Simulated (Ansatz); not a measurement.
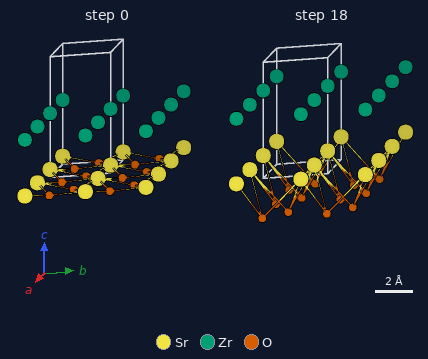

The structure of a crystal of SrZrO$_{2}$ (a generated structure, set up in P6mm) (coarse preliminary run) before (left) and after (right) a relaxation, at one scale.

Style: ball-and-stick. Shown: the cell of the calculation, repeated 3 × 2 × 1 with one cell outlined, slightly off an axis.

Level of theory: Ansatz 0.2.0, DFT PBE, scalar-relativistic, plane waves, PAW. Set-up: plane-wave cutoff 420 eV; k-point mesh 6 × 6 × 4; occupations gaussian; smearing width 0.1 eV; no spin polarisation; cell and atoms relaxed; force threshold 0.04 eV/Å; at most 70 steps.

Q: What changed between the two?

A: Over 14 accepted moves (18 points after the start) the energy falls by 2413 meV per atom. The largest force component goes from 1.6 to 0.027 eV/Å. The pressure goes from 32.35 to −0.06 GPa. The line search rejected the trial steps at points 10, 12 of the run. At 2 points the geometry stayed and the basis and grid were re-selected for the new cell (energy shift of 6.6 meV per atom at most each time). The atom that moves furthest relative to the cell is the Zr atom (1.48 Å along +c). By element the largest moves are Zr 1.48 Å, O 1.17 Å, Sr 0.86 Å. The drawn cell changes as follows: a = b 3.539 → 3.770 Å (+6.5 %), c 6.846 → 6.582 Å (−3.9 %); the volume changes by +9.1 %. Among the contacts that change: O–Zr 3.934 → 2.254 Å, O–Sr 2.065 → 3.175 Å, Sr–Zr 3.659 → 2.896 Å, Sr–Zr 3.186 → 3.686 Å. New bonds form, among them: O–Zr (3.93 → 2.25 Å). Among the angles between lasting bonds that change: O–Sr–O 163.5° → 86.6°, Sr–O–Sr 118.0° → 72.8°, O–Sr–O 118.0° → 72.8°. The space group stays P6mm (No. 183). Cost: 83 s on 1 thread of Arm Neoverse V1 (shared host), peak memory 0.38 GiB.

Limits of the set-up: layers or molecules are held without a dispersion correction, so their spacing is unreliable.
